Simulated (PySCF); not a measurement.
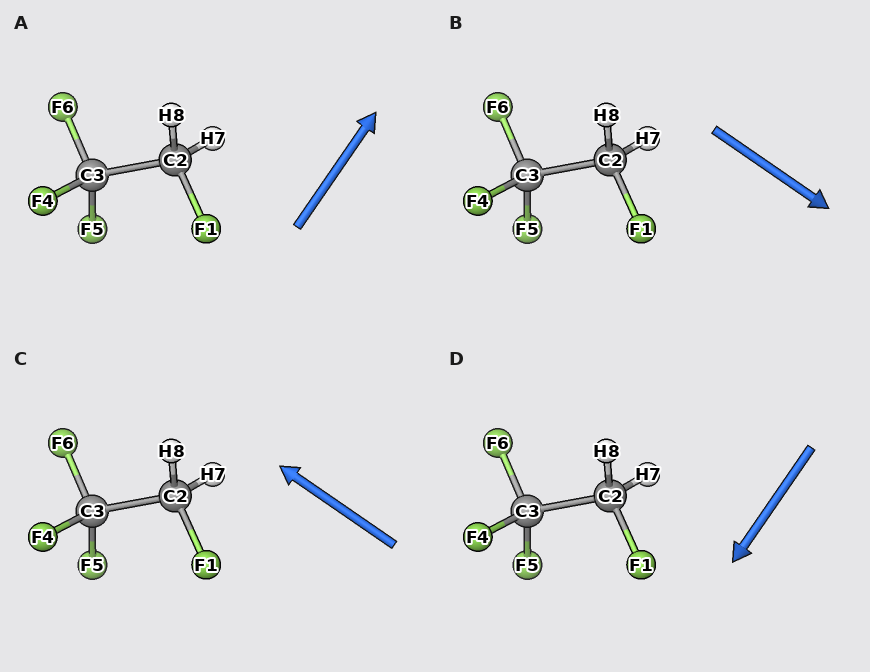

The same molecule four times, each with an arrow. Computed geometry: PBE0-D3(BJ)/def2-TZVP optimisation. No frequency run is at hand to confirm it as a minimum. Method: ωB97X-D/pcSseg-2, gas phase (PySCF 2.14.0).

Question: Which arrow points along the dipole moment, from the negative to the positive end?

Answer: A. The dipole moment is 2.05 D; it points from the side of F4, F5 to the side of H7, H8 (the outermost atoms at the two ends).
